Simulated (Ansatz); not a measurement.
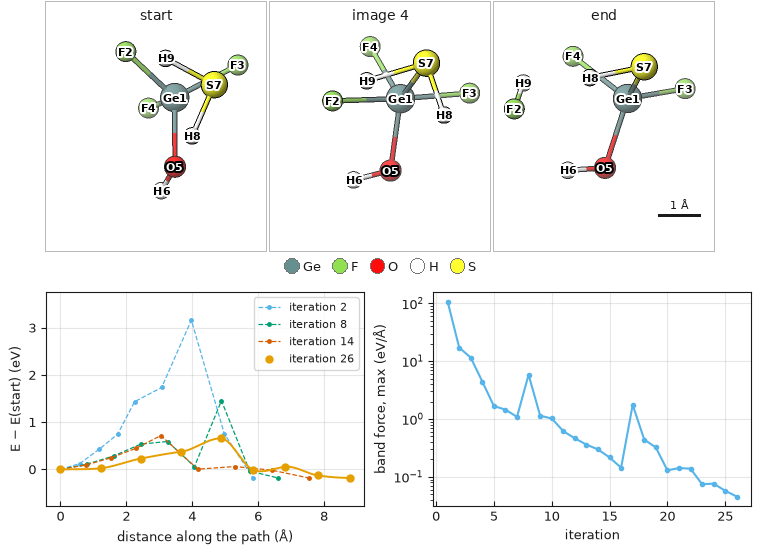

A search for the minimum-energy path of GeH3SOF3, made up at the start of GeHOF3 and H2S by the nudged elastic band. Images are numbered from 0 (start) to 8 (end). The plot follows the band through its iterations. A ball-and-stick model, seen from a free direction.

All numbers below come from Ansatz 0.2.0, RKS PBE-D4/def2-SVP. Settings: 7 movable images; climbing image; force threshold 0.05 eV/Å; iteration limit 60; starting path through a guess of the saddle point.

### Did the band converge, and can the barrier be trusted?

The run is converged, with reservations. The band converged in 26 iterations. The largest component of the band force went from 110 to 0.046 eV/Å. The climbing image converged on the top of the path. Its vibrational analysis gives one imaginary mode (406i cm⁻¹), as a transition state must have. The first iteration put the highest image at 17.88 eV. The highest point, image 4, lies 0.66 eV above the start and 0.84 eV above the end; the end is at −0.18 eV relative to the start. The profile has 2 maxima (images 4, 6) with a dip at image 5 (−0.01 eV), so the process runs in steps.

Limits of the set-up: the start holds two separate molecules, 2.5 Å apart at their closest, whose relative position is a soft coordinate.

The run took 3.1 min on 4 threads of AMD EPYC 7B13 (Zen 3), on a shared host, peak memory 0.21 GiB.
